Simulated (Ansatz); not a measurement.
**C$_{6}$H$_{6}$Co (charge +1): geometry relaxation (part 2 of 2)**

C$_{6}$H$_{6}$Co, charge +1, multiplicity 3; UKS LDA/def2-SVP (Ansatz 0.2.0). 

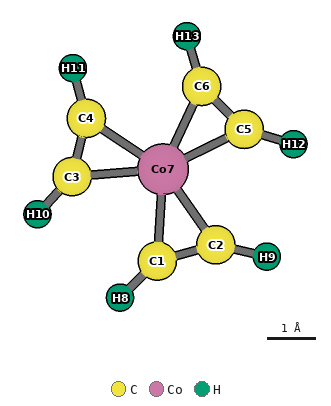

Figure 1. The geometry at step 7 of the log (ball-and-stick view, seen on its broad side; atoms are numbered from 1 in the order of the input).

Trajectory as extended XYZ, continued
```
13
Properties=species:S:1:pos:R:3:forces:R:3 step=2 energy=-43798.24464
C    -1.3764   -0.1982    1.4101    0.2736   0.1227  -0.1754
C    -1.7283   -0.8783    0.4039    0.2989   0.0755  -0.1592
C     0.5033    1.6438    0.9840   -0.1759  -0.2854  -0.0935
C     1.4832    1.2850    0.2699   -0.1912  -0.2563  -0.1385
C     0.1785   -1.4073   -1.3822   -0.1258   0.1810   0.2690
C     0.9403   -0.4448   -1.6856   -0.0817   0.1617   0.2970
Co    0.0002    0.0001   -0.0001    0.0012   0.0004   0.0000
H    -1.4599    0.2120    2.4229   -0.0378  -0.0108   0.0262
H    -2.3740   -1.5415   -0.1828   -0.0403  -0.0159   0.0195
H    -0.0424    2.2744    1.6949    0.0214   0.0379   0.0183
H     2.4952    1.3420   -0.1465    0.0282   0.0353   0.0126
H    -0.2920   -2.3900   -1.4999    0.0119  -0.0263  -0.0371
H     1.6729    0.1032   -2.2888    0.0176  -0.0197  -0.0390
13
Properties=species:S:1:pos:R:3:forces:R:3 step=3 energy=-43798.27178
C    -1.3469   -0.1780    1.3983   -0.1603  -0.5624  -1.0101
C    -1.7019   -0.8728    0.3783    0.4786   0.6709   0.8218
C     0.4779    1.6069    0.9866    0.8384  -0.4653  -0.7471
C     1.4597    1.2648    0.2310   -1.0222   0.1955   0.6359
C     0.1573   -1.3944   -1.3498    0.6627   0.9807  -0.1350
C     0.9514   -0.4282   -1.6437   -0.7769  -0.8048   0.4299
Co   -0.0021   -0.0013    0.0006   -0.0126  -0.0108   0.0011
H    -1.4765    0.2022    2.4162   -0.0267   0.0635   0.0947
H    -2.3847   -1.5312   -0.1674   -0.0526  -0.0932  -0.0472
H    -0.0120    2.2592    1.7164   -0.0408   0.0481   0.0846
H     2.4697    1.3861   -0.1728    0.0888   0.0228  -0.0519
H    -0.2890   -2.3791   -1.5205   -0.0658  -0.0843  -0.0257
H     1.6976    0.0661   -2.2734    0.0896   0.0393  -0.0509
13
Properties=species:S:1:pos:R:3:forces:R:3 step=4 energy=-43798.30748
C    -1.3472   -0.1582    1.3765   -0.0411  -0.0162  -0.0059
C    -1.6746   -0.8847    0.3845   -0.0211  -0.0089   0.0395
C     0.4841    1.5822    0.9948    0.0445   0.0160   0.0169
C     1.4398    1.2677    0.2161   -0.0051   0.0443   0.0136
C     0.1388   -1.3720   -1.3521    0.0115   0.0001  -0.0477
C     0.9574   -0.4355   -1.6196    0.0061  -0.0415  -0.0152
Co   -0.0017   -0.0010    0.0004    0.0056   0.0039  -0.0019
H    -1.4986    0.2536    2.3829   -0.0265  -0.0067  -0.0294
H    -2.3400   -1.5784   -0.1461    0.0129   0.0038   0.0396
H     0.0069    2.2175    1.7522    0.0291  -0.0106  -0.0052
H     2.4408    1.4092   -0.2114   -0.0215   0.0210   0.0082
H    -0.3359   -2.3431   -1.5443    0.0095   0.0273  -0.0193
H     1.7307    0.0433   -2.2341   -0.0040  -0.0325   0.0068
13
Properties=species:S:1:pos:R:3:forces:R:3 step=5 energy=-43798.31310
C    -1.3538   -0.1476    1.3686   -0.0052   0.0475   0.0526
C    -1.6660   -0.8966    0.3903   -0.0327  -0.0460  -0.0460
C     0.4911    1.5747    1.0070   -0.0345   0.0278   0.0492
C     1.4338    1.2778    0.2078    0.0452   0.0117  -0.0477
C     0.1276   -1.3642   -1.3602   -0.0512  -0.0498  -0.0161
C     0.9671   -0.4441   -1.6133    0.0475   0.0388  -0.0224
Co   -0.0065    0.0079   -0.0071    0.0131  -0.0283   0.0240
H    -1.5248    0.2733    2.3665   -0.0152   0.0203   0.0114
H    -2.3257   -1.6076   -0.1212   -0.0031  -0.0311   0.0044
H     0.0308    2.2016    1.7798   -0.0003   0.0046   0.0318
H     2.4273    1.4382   -0.2273    0.0182   0.0127  -0.0200
H    -0.3559   -2.3261   -1.5686   -0.0179  -0.0090  -0.0142
H     1.7553    0.0134   -2.2225    0.0361   0.0008  -0.0068
13
Properties=species:S:1:pos:R:3:forces:R:3 step=6 energy=-43798.32480
C    -1.3905   -0.0904    1.3349   -0.1003  -0.2436  -0.2351
C    -1.6302   -0.9511    0.4182    0.0071   0.1880   0.2221
C     0.5206    1.5385    1.0580    0.1929  -0.0080  -0.1911
C     1.4045    1.3220    0.1586   -0.2085   0.0787   0.2393
C     0.0735   -1.3274   -1.4028    0.2625   0.2197  -0.0619
C     1.0125   -0.4765   -1.5802   -0.1826  -0.1923  -0.0137
Co   -0.0175    0.0257   -0.0226    0.0162  -0.0762   0.0618
H    -1.6387    0.3904    2.2939    0.0315  -0.0358  -0.1290
H    -2.2485   -1.7552   -0.0161    0.1358   0.1517   0.0830
H     0.1310    2.1141    1.9137    0.0656  -0.1105  -0.1374
H     2.3631    1.5581   -0.3269   -0.1049  -0.0201   0.0245
H    -0.4616   -2.2469   -1.6840    0.0350   0.1108   0.0221
H     1.8822   -0.1008   -2.1450   -0.1504  -0.0624   0.1154
13
Properties=species:S:1:pos:R:3:forces:R:3 step=7 energy=-43798.33442
C    -1.3952   -0.0854    1.3298   -0.0492  -0.0839  -0.0926
C    -1.6211   -0.9588    0.4274    0.0170   0.0982   0.0893
C     0.5274    1.5279    1.0633    0.0811  -0.0142  -0.1088
C     1.3994    1.3244    0.1542   -0.0837   0.0427   0.0931
C     0.0708   -1.3213   -1.4069    0.0982   0.0971  -0.0320
C     1.0194   -0.4836   -1.5700   -0.0980  -0.0768  -0.0028
Co   -0.0103    0.0155   -0.0135    0.0155  -0.0570   0.0454
H    -1.6567    0.4154    2.2717    0.0142  -0.0094  -0.0421
H    -2.2280   -1.7682   -0.0006    0.0400   0.0280   0.0205
H     0.1424    2.0933    1.9225    0.0212  -0.0331  -0.0256
H     2.3431    1.5740   -0.3487   -0.0377  -0.0071   0.0083
H    -0.4818   -2.2222   -1.7047    0.0121   0.0357   0.0085
H     1.8912   -0.1106   -2.1246   -0.0305  -0.0203   0.0389
13
Properties=species:S:1:pos:R:3:forces:R:3 step=8 energy=-43798.33880
C    -1.4103   -0.0712    1.3188    0.0035   0.0080   0.0007
C    -1.6063   -0.9770    0.4450   -0.0015  -0.0025   0.0010
C     0.5360    1.5143    1.0713    0.0034   0.0054   0.0041
C     1.3929    1.3295    0.1472    0.0013  -0.0054  -0.0114
C     0.0577   -1.3053   -1.4226   -0.0061  -0.0033   0.0033
C     1.0268   -0.4902   -1.5601    0.0064  -0.0018  -0.0013
Co   -0.0017    0.0010   -0.0010    0.0049   0.0005   0.0022
H    -1.6903    0.4624    2.2355   -0.0068  -0.0036  -0.0072
H    -2.1892   -1.8112    0.0355    0.0033   0.0000   0.0056
H     0.1663    2.0669    1.9438   -0.0027  -0.0070   0.0047
H     2.3203    1.5951   -0.3750   -0.0055   0.0038  -0.0007
H    -0.5164   -2.1831   -1.7440   -0.0018   0.0075  -0.0036
H     1.9147   -0.1308   -2.0947    0.0014  -0.0015   0.0027
13
Properties=species:S:1:pos:R:3:forces:R:3 step=9 energy=-43798.33965
C    -1.4232   -0.0554    1.3060   -0.0110  -0.0569  -0.0541
C    -1.5899   -0.9959    0.4607   -0.0034   0.0669   0.0598
C     0.5475    1.4994    1.0853    0.0497   0.0149  -0.0403
C     1.3840    1.3402    0.1361   -0.0388   0.0068   0.0383
C     0.0443   -1.2916   -1.4352    0.0438   0.0346  -0.0212
C     1.0408   -0.5036   -1.5467   -0.0676  -0.0439  -0.0068
Co    0.0010   -0.0016    0.0014   -0.0006  -0.0081   0.0056
H    -1.7305    0.5057    2.1985    0.0090  -0.0262  -0.0317
H    -2.1539   -1.8553    0.0751    0.0210   0.0229   0.0144
H     0.1968    2.0347    1.9771    0.0034  -0.0207  -0.0166
H     2.2931    1.6306   -0.4061   -0.0217  -0.0083   0.0149
H    -0.5548   -2.1427   -1.7854    0.0271   0.0284   0.0190
H     1.9454   -0.1639   -2.0671   -0.0109  -0.0105   0.0186
13
Properties=species:S:1:pos:R:3:forces:R:3 step=10 energy=-43798.33993
C    -1.4248   -0.0533    1.3032    0.0100  -0.0115  -0.0068
C    -1.5907   -0.9936    0.4597    0.0016   0.0032   0.0148
C     0.5476    1.4998    1.0846    0.0279   0.0053  -0.0072
C     1.3813    1.3429    0.1336   -0.0156  -0.0056   0.0193
C     0.0409   -1.2872   -1.4385    0.0232  -0.0010   0.0045
C     1.0382   -0.5018   -1.5488   -0.0045  -0.0231   0.0067
Co   -0.0005    0.0004   -0.0004   -0.0109   0.0092  -0.0090
H    -1.7300    0.5045    2.1971   -0.0045   0.0013  -0.0043
H    -2.1496   -1.8573    0.0787   -0.0015   0.0047  -0.0043
H     0.2004    2.0279    1.9814   -0.0046  -0.0030  -0.0069
H     2.2904    1.6319   -0.4081   -0.0060   0.0030  -0.0008
H    -0.5533   -2.1428   -1.7826   -0.0042   0.0107  -0.0044
H     1.9507   -0.1708   -2.0601   -0.0110   0.0067  -0.0015
13
Properties=species:S:1:pos:R:3:forces:R:3 step=11 energy=-43798.34008
C    -1.4233   -0.0541    1.3039    0.0001   0.0002   0.0000
C    -1.5908   -0.9934    0.4598   -0.0004  -0.0002   0.0001
C     0.5498    1.4992    1.0859    0.0002   0.0003   0.0003
C     1.3808    1.3435    0.1330    0.0001   0.0001  -0.0002
C     0.0431   -1.2898   -1.4365    0.0002  -0.0003   0.0001
C     1.0404   -0.5050   -1.5465    0.0004  -0.0003   0.0000
Co   -0.0001    0.0002   -0.0002    0.0001  -0.0003   0.0002
H    -1.7305    0.5045    2.1966   -0.0001   0.0001   0.0002
H    -2.1517   -1.8543    0.0759   -0.0002   0.0002  -0.0004
H     0.2003    2.0261    1.9822   -0.0001  -0.0002   0.0002
H     2.2870    1.6353   -0.4117   -0.0002   0.0004  -0.0004
H    -0.5548   -2.1416   -1.7832   -0.0003   0.0000  -0.0001
H     1.9502   -0.1701   -2.0596    0.0001   0.0002   0.0000
```

The run was set up as follows.

Input
```yaml
crystal:
  periodic: [false, false, false]
  atoms:
    - { symbol: C, position_ang: [-1.39127669, -0.21329142, 1.42677084] }
    - { symbol: C, position_ang: [-1.75417286, -0.87758769, 0.41119905] }
    - { symbol: C, position_ang: [0.51194857, 1.66928777, 0.98510157] }
    - { symbol: C, position_ang: [1.50080054, 1.29829444, 0.28586432] }
    - { symbol: C, position_ang: [0.19262926, -1.4247274, -1.39699958] }
    - { symbol: C, position_ang: [0.93994283, -0.451768, -1.71208612] }
    - { symbol: Co, position_ang: [0.00015255, 0.00013456, -0.00013363] }
    - { symbol: H, position_ang: [-1.46767809, 0.18290065, 2.44214325] }
    - { symbol: H, position_ang: [-2.40615965, -1.52593154, -0.17893291] }
    - { symbol: H, position_ang: [-0.03684162, 2.30723359, 1.68191275] }
    - { symbol: H, position_ang: [2.51514777, 1.34746947, -0.11719319] }
    - { symbol: H, position_ang: [-0.2635664, -2.41146022, -1.5062408] }
    - { symbol: H, position_ang: [1.65957379, 0.09993579, -2.32165555] }
magnetization:
  spin_polarized: true
  initial_magnetization: 2
total_charge: 1
basis:
  gaussian: { orbitals: def2-SVP }
hamiltonian:
  xc: lda
relax:
  f_tol: 0.004
  max_steps: 150
```

Launched with:
```bash
ansatz run input.yaml --threads 4 --pin off --max-ram 10240MiB --backend cpu --events-out ev --progress --plain --runs-dir out
```

Key numbers

| quantity | value |
| --- | --- |
| outcome | converged |
| total energy | −43798.3401 eV |
| ⟨S²⟩ | 2.015 |
| SCF solution under orbital rotations | stable |
| largest force (length of the vector) at the end | 0.001 eV/Å |
| hardware | 4 threads of Intel Xeon @ 2.70GHz, 189 GiB of memory available, shared host |
| wall time | 24 s (CPU time 80 s) |
| peak memory | 0.33 GiB |
